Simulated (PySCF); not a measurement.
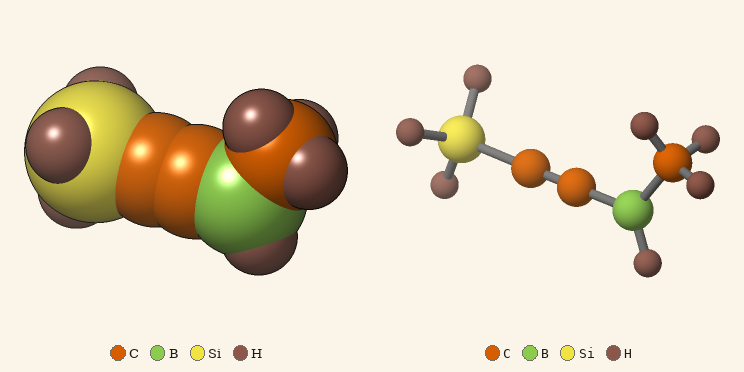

Two views of one molecule.

Computed geometry: GFN2-xTB optimisation. No frequency run is at hand to confirm it as a minimum.

What is the molecular formula?

Answer. C₃H₇BSi, 12 atoms: 3 carbon, 7 hydrogen, 1 boron and 1 silicon.

What is its SMILES?

Answer. CBC#C[SiH3]

More results for the same structure follow; atom numbers are the same in all pictures, views and colours differ.

## Shape

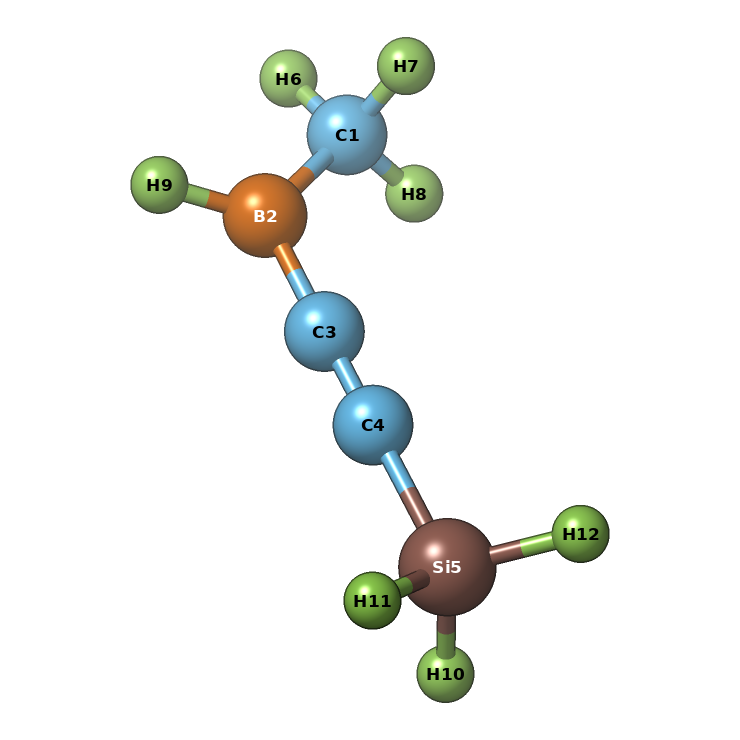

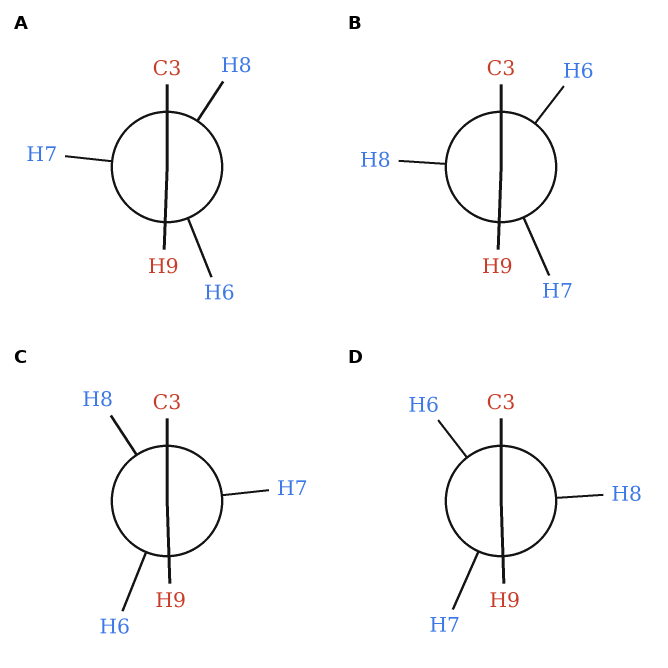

Distant atoms are faded towards the background colour. Bonds that would overlap in a projection are set slightly apart. No frequency run is at hand to confirm it as a minimum.

Which Newman projection shows the view along B2–C1, with B2 in front?

Answer. A. The torsion angle C3–B2–C1–H6 is 158°, antiperiplanar (anti).

## Core levels

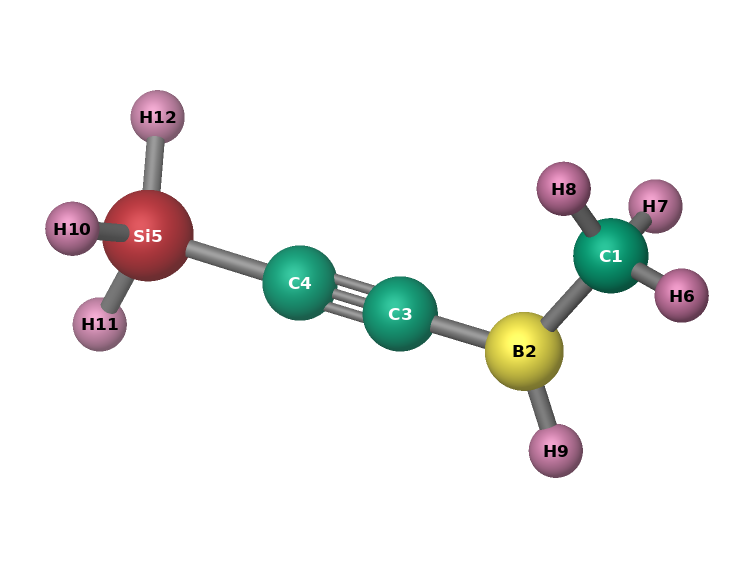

No frequency run is at hand to confirm it as a minimum. Properties computed with delta-SCF UKS SCAN, pcX-2 on the ionised atom, pcseg-1 elsewhere, spin-free X2C (PySCF 2.14.0).

Give the core-electron binding energies (to vacuum; p and d levels without spin–orbit splitting) of C1 1s, B2 1s, C3 1s, C4 1s, Si5 1s, Si5 2p.

```tsv
atom	level	binding energy (eV)
C1	1s	290.1
B2	1s	195.8
C3	1s	289.9
C4	1s	290.0
Si5	1s	1847.0
Si5	2p	107.4
```

## Polarisability

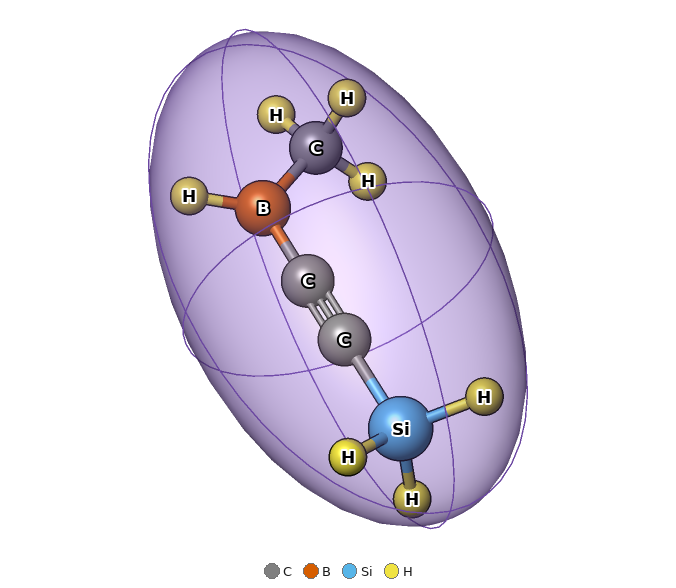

The ellipsoid shows the static dipole polarisability: its half-axes are proportional to the principal values. No frequency run is at hand to confirm it as a minimum. Computed with ωB97X-D/def2-SVPD (PySCF 2.14.0).

How large and how anisotropic is the polarisability?

Answer. Principal values 58.8, 64.9, 115.7 bohr³; mean 79.8 bohr³ (11.83 Å³); anisotropy 54.0 bohr³, so the longest axis is 1.97 times the shortest.

## Excitation

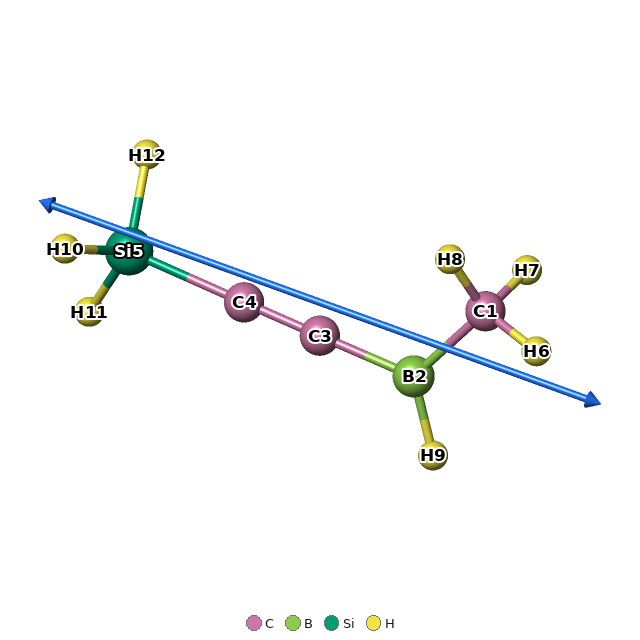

The double arrow shows the direction of the transition dipole to excited singlet state 2 (its length means nothing). No frequency run is at hand to confirm it as a minimum. Level of theory: TDDFT ωB97X-D/def2-SVPD, vertical, gas phase, core orbitals frozen in the response (PySCF 2.14.0).

How is the transition polarised?

Answer. Nearly parallel to the B2–C3 bond.

Give its energy, strength and character.

Answer. 5.41 eV (229 nm), oscillator strength 0.095, mainly HOMO−1 → LUMO (weight 0.76); transition dipole 2.16 D.

The geometry is semi-empirical. Around B, Si such bond lengths and angles can be off by a tenth of an ångström or more and by several degrees, and values that hang on the shape move with them.
